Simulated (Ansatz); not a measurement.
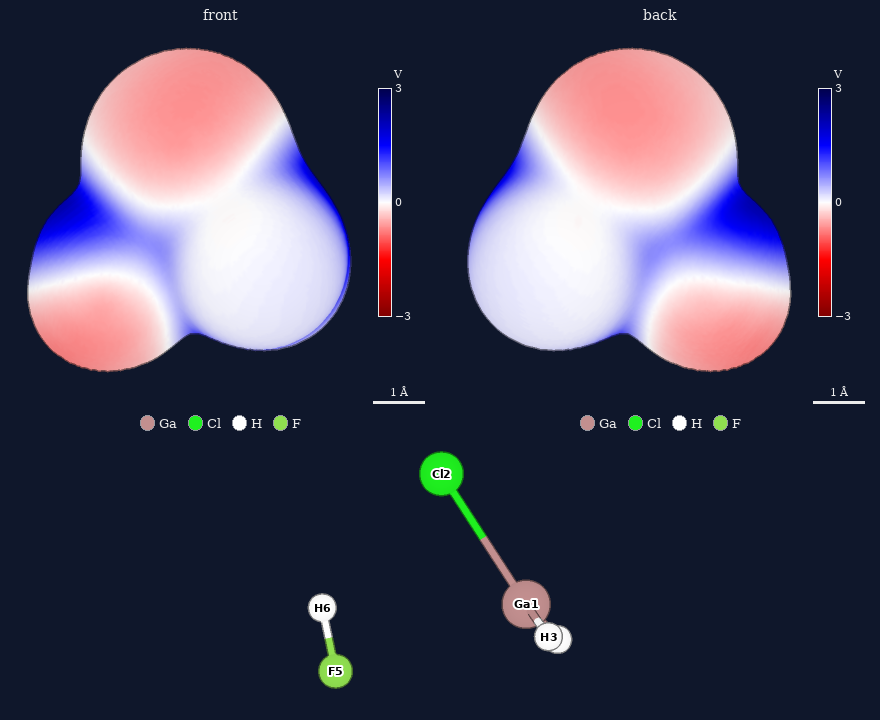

Figure. ClGaH$_{2}$···HF. The electrostatic potential painted on the density surface at 0.001 e/bohr³, seen from the front and from behind; the colour scale runs from red (negative) to blue (positive). The bare structure is drawn below in the same view.

Not at a stationary point (largest force 0.6 eV/Å).

Method: RKS PBE0/def2-SVP in Ansatz.

```yaml
atoms:
  - { symbol: Ga, position_ang: [-0.0036, 0.2574, -0.0409] }
  - { symbol: Cl, position_ang: [-0.0045, 0.4536, 2.1756] }
  - { symbol: H, position_ang: [1.4221, 0.2947, -0.6629] }
  - { symbol: H, position_ang: [-1.4326, 0.2297, -0.6560] }
  - { symbol: F, position_ang: [0.0868, -2.4777, 0.8863] }
  - { symbol: H, position_ang: [0.0778, -2.0691, 1.7176] }
```

Which sites attract a positive test charge, and which a negative one?

Answer. A positive charge is drawn to the negative regions and a negative charge to the positive ones. The most negative region (about −0.7 V) lies over F5, the most positive (about +2.2 V) over Ga1 and H6.
